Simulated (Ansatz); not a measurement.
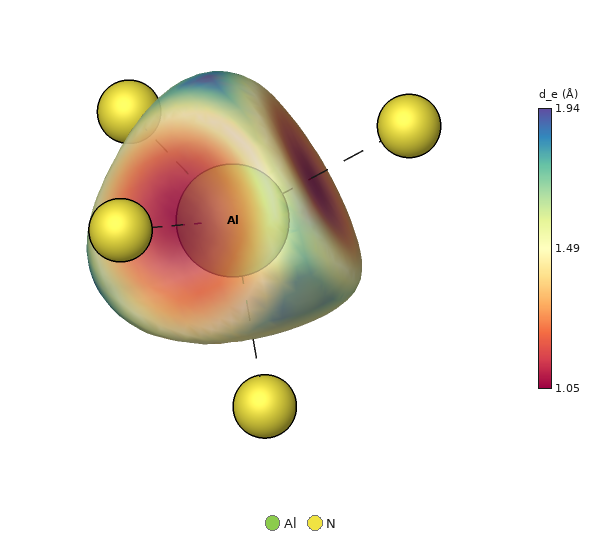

Hirshfeld surface computed for one Al atom in AlN in space group P6_3mc, coloured by d_e. Dashed lines lead to the closest neighbours outside.

The surface is where the fragment's share of the procrystal density (the sum of the densities of spherically averaged neutral Hartree-Fock atoms) equals one half. d_i and d_e are the distances from the surface to the nearest nucleus inside and outside.

The cell is taken from the geometry relaxed with Ansatz, DFT PBE, scalar-relativistic, plane waves, PAW.

```
CELL_PARAMETERS angstrom
3.13021 0.00000 0.00000
-1.56510 2.71084 0.00000
0.00000 0.00000 5.01801
ATOMIC_POSITIONS crystal
Al 0.66667 0.33333 0.49923
Al 0.33333 0.66667 0.99923
N 0.66667 0.33333 0.88077
N 0.33333 0.66667 0.38077
```

Question: What is the shortest distance from the fragment to an atom outside it?

Answer: Al–N, 1.90 Å.

Question: How is the surface shared among contacts (nearest atom inside ··· nearest atom outside)?

Answer: Al···N 100 %. The surface faces 4 neighbours with more than 2 % of its area each: 4 N.

Question: Give the size and shape of the surface.

Answer: It encloses about 6.8 Å³, has an area of about 19 Å² and a globularity of 0.91 (1 for a sphere).
